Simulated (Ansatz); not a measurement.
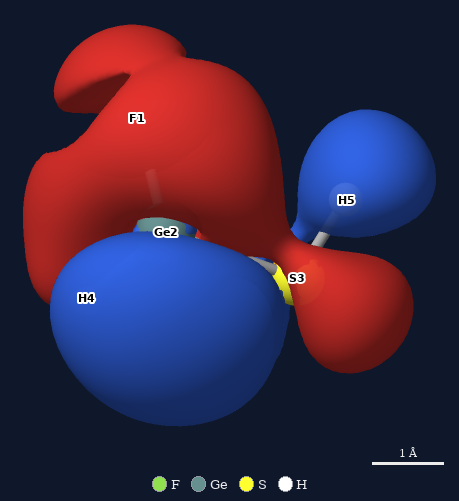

Figure. FGeH2S (SMILES [F][GeH][SH]) (doublet). One frontier orbital at ±0.06 Å⁻³ᐟ² (blue and red are the two phases), seen across its widest extent.

Computed with Ansatz 0.2.0, UKS r2SCAN-D4/def2-SVP.

```xyz
5

F    -1.4077    0.0727    1.1058
Ge   -0.4684   -0.6483   -0.1889
S     1.4380    0.4973   -0.3826
H    -1.2568   -0.3793   -1.5055
H     1.7448    0.3840    0.9298
```

Which orbital is it: HOMO (α) or LUMO (α)?

Answer. The LUMO (α), at −0.55 eV. Its weight (Hirshfeld) is mainly on Ge2 (about 55 %), S3 (about 20 %), F1 (about 15 %) and H5 (about 5 %).
